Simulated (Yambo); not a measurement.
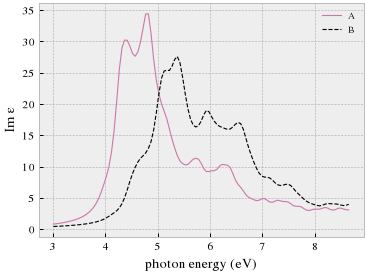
Two computed absorption spectra of AlP (zinc blende, space group F-43m, No. 216) (Yambo, PBEsol bands with the same scissor, field along x)

Which curve includes the electron-hole attraction (BSE)?

Curve A: the attraction moves weight to lower energy (centre of the plotted range 5.3 eV against 6.0 eV). Settings: 10×10×10 mesh, 3 valence and 4 conduction bands, static screening with 18 bands and a 4 Ry block, scissor 1.00 eV, Tamm-Dancoff. The scissor comes from a G0W0 run whose convergence isn't established. Broadening 0.15 eV. The band window holds all transitions up to 8.6 eV. On this mesh the peak heights and the fine structure are mesh artefacts; only the shift of weight is robust.

Geometry relaxed with PBEsol; primitive cell a = b = c = 3.8677 Å, α = β = γ = 60.00°.
